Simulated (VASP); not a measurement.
Band structure of ZrSe2 (space group P-3m1). Method: PBEsol GGA, VASP's PBE PAW potentials (set 64) (plane waves; VASP).

Without a dispersion term in the relaxation, distances and binding between the weakly bound layers, chains or molecules are unreliable, and so is what depends on them.

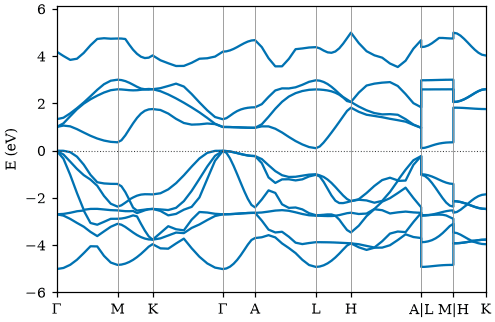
Figure. Bands along high-symmetry lines, zero at the valence-band maximum or, without a gap, the Fermi level

### Question
Read the plot: is there a gap, and where are the band edges?

### Answer
The gap is indirect, 0.11 eV, from the valence maximum at Γ to the conduction minimum at L. (Edges off the drawn lines would not show.)

The structure comes from a measured ZrSe2 entry (P-3m1) of the Crystallography Open Database, whose conditions weren't checked. It was relaxed first.
